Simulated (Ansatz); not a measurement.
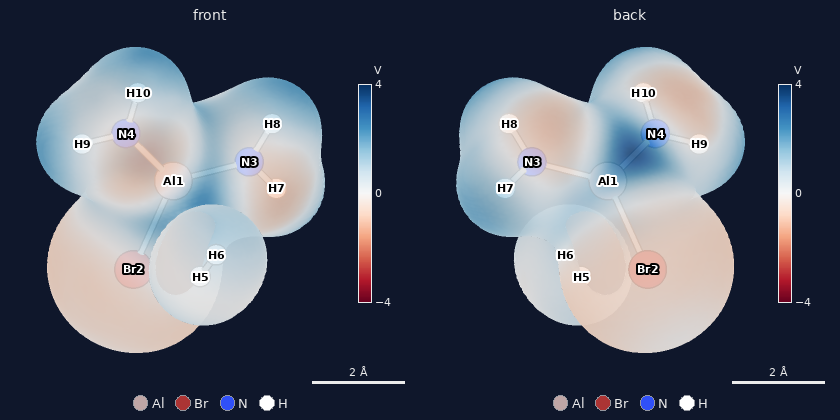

Figure 1: AlBrH₄N₂···H₂. The electrostatic potential painted on the density surface at 0.004 e/bohr³, seen from the front and from behind; red is negative and blue positive.

These are results of RKS PBE0-D4/def2-SVP (Ansatz), not measurements.

```xyz
10

Al   -0.1038    0.2025   -0.5948
Br    1.4647   -0.3520   -2.1318
N     0.0690    1.7405    0.2530
N    -1.4654   -0.8952   -0.3607
H     1.9653   -1.3495    0.8415
H     1.6119   -1.3118    1.5158
H     0.8353    2.3852    0.1008
H    -0.5626    2.1065    0.9552
H    -1.5773   -1.7696   -0.8597
H    -2.2371   -0.7566    0.2807
```

> Describe the electrostatic potential map.

The most negative region (about −1.0 V) lies over N3 and N4, the most positive (about +3.0 V) over Al1.
